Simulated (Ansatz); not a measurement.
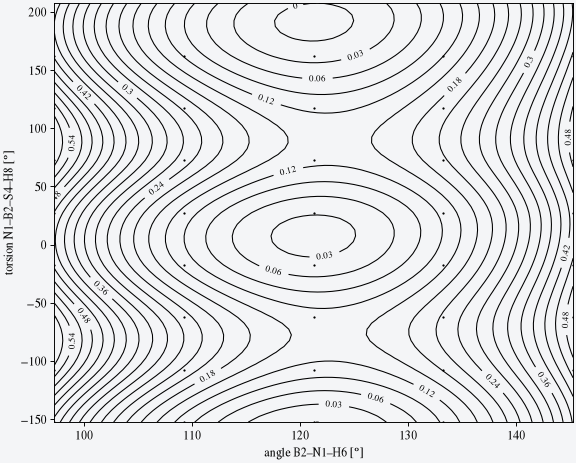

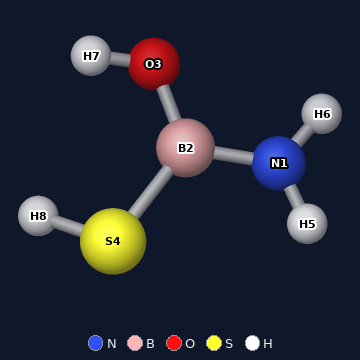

Energy landscape of BH₄NOS, SMILES NB(O)S. Two internal coordinates are moved rigidly from the geometry relaxed at PBE0-D4/def2-TZVP, all others fixed. Coordinates scanned: (1) angle B2–N1–H6; (2) torsion N1–B2–S4–H8. Grid: 5 × 8 points. Energies: eV, counted from the lowest grid point. Computed with RKS PBE-D4/def2-TZVPP (Ansatz 0.2.0).

In the figure: contour lines labelled in eV, dots at the grid points. Between grid points the surface is interpolated. The second picture is the structure at the lowest point.

Q: Where are the wells?

A: The lowest grid point is at angle B2–N1–H6 = 121.3°, torsion N1–B2–S4–H8 = −152°. The bottom of the well lies between grid points, at about angle B2–N1–H6 = 121°, torsion N1–B2–S4–H8 = 190°, about 0.01 eV lower on the interpolated surface. There is a further well near angle B2–N1–H6 = 121.3°, torsion N1–B2–S4–H8 = 28° (0.033 eV above the lowest at that grid point). The highest grid point, angle B2–N1–H6 = 97.3°, torsion N1–B2–S4–H8 = 72°, lies 0.580 eV above the lowest. On the interpolated surface the easiest way out of the lowest well to the well at about angle B2–N1–H6 = 121°, torsion N1–B2–S4–H8 = 10° passes a barrier of about 0.15 eV, counted from the interpolated bottom of the well. Round the minimum the two coordinates are weakly coupled (coupling −0.06 in units of the two stiffnesses).

Grid values (eV):

```csv
"torsion N1–B2–S4–H8 ↓, angle B2–N1–H6 →",97.3,109.3,121.3,133.3,145.3
162,0.414,0.117,0.018,0.119,0.424
118,0.552,0.233,0.114,0.195,0.481
72,0.580,0.254,0.128,0.205,0.486
28,0.448,0.139,0.033,0.129,0.433
−18,0.443,0.141,0.040,0.144,0.457
−63,0.574,0.253,0.133,0.215,0.503
−108,0.559,0.233,0.107,0.183,0.463
−152,0.409,0.105,0.000,0.095,0.393
```

The input of one point:

```yaml
crystal:
  periodic: [false, false, false]
  atoms:
    - {symbol: N, position_ang: [0.626807, 1.211693, 0.260910]}
    - {symbol: B, position_ang: [0.046683, -0.040311, 0.023947]}
    - {symbol: O, position_ang: [0.317283, -1.059244, 0.898115]}
    - {symbol: S, position_ang: [-1.020964, -0.226051, -1.467952]}
    - {symbol: H, position_ang: [0.429663, 2.030380, -0.282980]}
    - {symbol: H, position_ang: [1.265233, 1.355335, 1.023512]}
    - {symbol: H, position_ang: [-0.024683, -1.911097, 0.628073]}
    - {symbol: H, position_ang: [-1.800129, -1.208944, -0.992737]}
basis:
  gaussian: {orbitals: def2-TZVPP}
hamiltonian: {xc: pbe, dispersion: d4}
```
